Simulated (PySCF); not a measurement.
## Electronic structure of C4H8OSi2 in real space

```xyz
15

C     2.0717   -1.3070   -0.3577
C     1.9655   -0.2011    0.3653
Si    0.4750    0.9423    0.3806
C    -0.7822    0.7103   -1.0569
Si   -2.1805   -0.1036   -0.0261
C    -0.9875    0.2356    1.4886
O    -1.1147    0.0893    2.6772
H     2.9354   -1.9526   -0.3053
H     1.2980   -1.6169   -1.0418
H     2.7776    0.0524    1.0364
H     0.8926    2.3178    0.6643
H    -1.0819    1.6521   -1.5124
H    -0.4158    0.0970   -1.8769
H    -2.4054   -1.5230   -0.2948
H    -3.4522    0.6154    0.0102
```

Geometry: GFN2-xTB.

The calculation used PySCF 2.14.0, PBE0/pcSseg-1, SCF density, gas phase, non-relativistic.

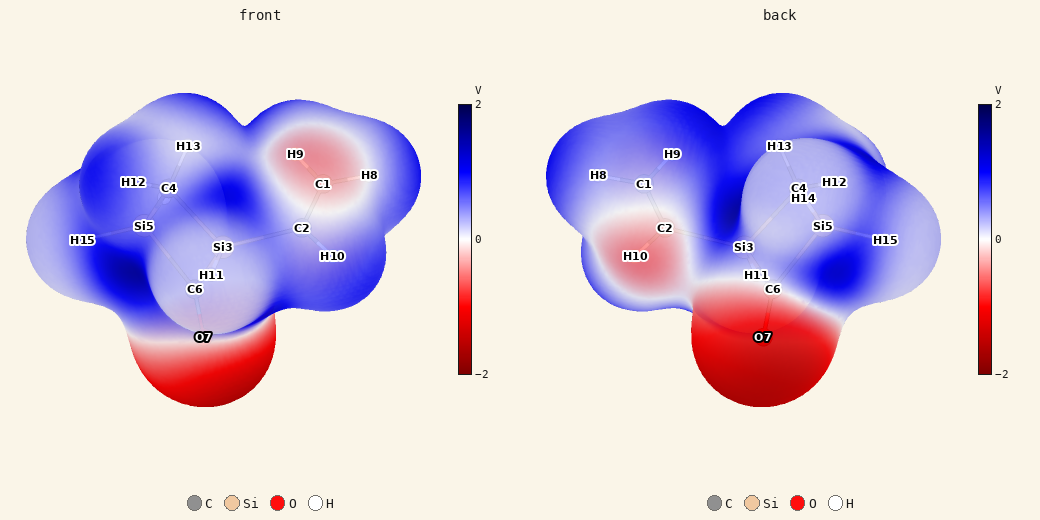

Figure 1. The molecular electrostatic potential painted on the density surface at 0.002 e/bohr³, seen from the front and from behind; the colour scale runs from red (negative) to blue (positive).

Question: Describe the electrostatic potential map.

Answer: The most negative region (about −1.6 V) lies over O7, the most positive (about +1.4 V) over Si3 and Si5. O7 is the likeliest acceptor of a hydrogen bond.

Question: What dipole moment does the calculation give?

Answer: Its dipole moment is 2.76 D.

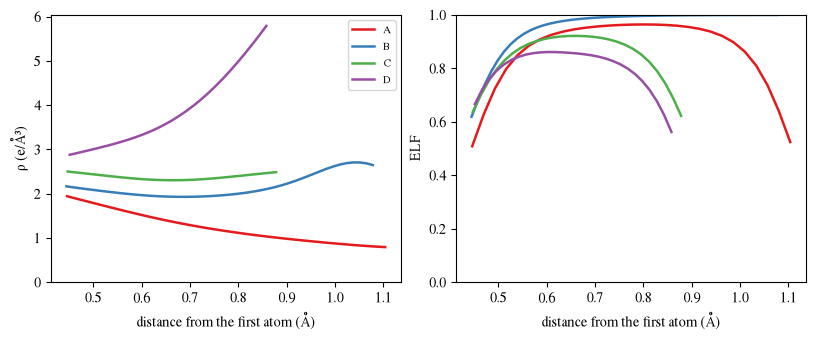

Figure 2. Electron density and electron localisation function along straight lines between neighbouring atoms. The curves leave out the atomic cores.

Question: Which curve belongs to which contact (C–C, C–H, C–O and C–Si)? The first atom named is at distance zero.

Answer: Curve A: C–Si (1.88 Å): ρ is about 0.94 e/Å³ halfway; the ELF peaks at about 0.95 between the atoms; localised, covalent bonding. Curve B: C–H (1.08 Å): the density is about 2 e/Å³ at the midpoint; the ELF climbs to about 1 towards the hydrogen, as it does in any bond to H: a covalent bond by its length. Curve C: C–C (1.33 Å): ρ at the midpoint is about 2.3 e/Å³; the ELF peaks at about 0.90 between the atoms; a short, multiple covalent bond. Curve D: C–O (1.20 Å): the density is about 3.3 e/Å³ at the midpoint; the ELF peaks at about 0.85 between the atoms; a multiple bond.
